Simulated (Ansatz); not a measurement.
**Fields on a plane of SiO2 (alpha-quartz type, space group P3_121)**

```
SiO2
1.0
    5.02041     0.00000     0.00000
   -2.51021     4.34781     0.00000
    0.00000     0.00000     5.50900
Si O
3 6
Direct
  0.47643   0.00000   0.33333
  0.00000   0.47643   0.66667
  0.52357   0.52357   0.00000
  0.41444   0.25595   0.20559
  0.74405   0.15849   0.53893
  0.84151   0.58556   0.87226
  0.15849   0.74405   0.46107
  0.25595   0.41444   0.79441
  0.58556   0.84151   0.12774
```

The slice is a (0001) plane (indices of the conventional cell) through the point (0.414, 0.256, 0.206) (fractional), spanned by u = [110] and v = [1 -1 0] in vectors of this cell: u (5.02 Å) and v (8.70 Å, at 90° to u). It covers one period; positions are fractions (u, v).

Atoms on it: O at (0.00, 0.00); O at (0.50, 0.50). Other atoms lie within 1 Å of the plane.

These are PBE (plane waves to 420 eV, PAW, scalar-relativistic; Ansatz, a first-principles code) values and carry that method's errors. k mesh 8×8×6. Near the nuclei the fields are pseudised (PAW); where an atom keeps semicore shells as valence, they peak there. SiO2 was relaxed with its symmetry unable to fall. The PAW data are Ansatz's earlier set.

```
|334444110000000000000000000000116688|
|332211000000000000000000000000112244|
|110000000000000000000000000000000011|
|000000000000223322110000000000000000|
|000000000022557755220000000000000000|
|000000001133779977330000000000000000|
|000000001133443333110000000000000000|
|000000000011220000000000000000000000|
|000000000000110000000000000000000000|
|000000000000000000000000000000000000|
|000000000000000000000000000000000000|
|000000000000000000000000000000000000|
|000000000000000000111100000000000000|
|000000000000002222334422110000000000|
|000000000000114444227755220000000000|
|000000000000227777006677220000000000|
|000000000000116688334444110000000000|
|000000000000112244332211000000000000|
|000000000000000011110000000000000000|
|110000000000000000000000000000223322|
|220000000000000000000000000022557755|
|330000000000000000000000001133779977|
|110000000000000000000000001133443333|
|000000000000000000000000000011220000|
|000000000000000000000000000000110000|
|000000000000000000000000000000000000|
|000000000000000000000000000000000000|
|000000000000000000000000000000000000|
|111100000000000000000000000000000000|
|334422110000000000000000000000002222|
|227755220000000000000000000000114444|
|006677220000000000000000000000227777|
```
Scale: ten equal steps from 0.000 (start of '0') to 0.171 (end of '9'), in the order '0123456789'. Values: density of the highest valence band (whole band, smooth part) in e/Å³. The map has 18 points along u (two characters each, u = 0 at the left) and 32 along v (v = 0 in the bottom row). 

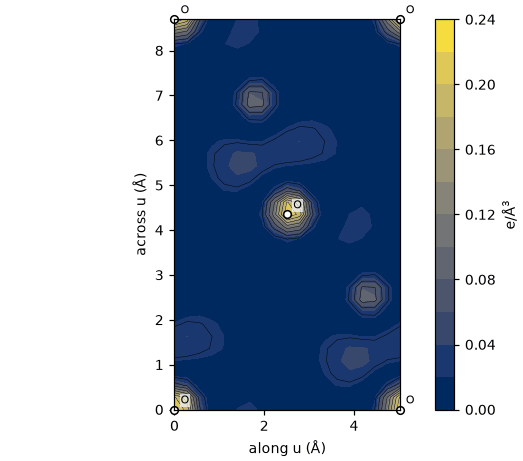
Density of the lowest conduction band (whole band as if filled, smooth part) in e/Å³, one period of the plane, atoms marked.
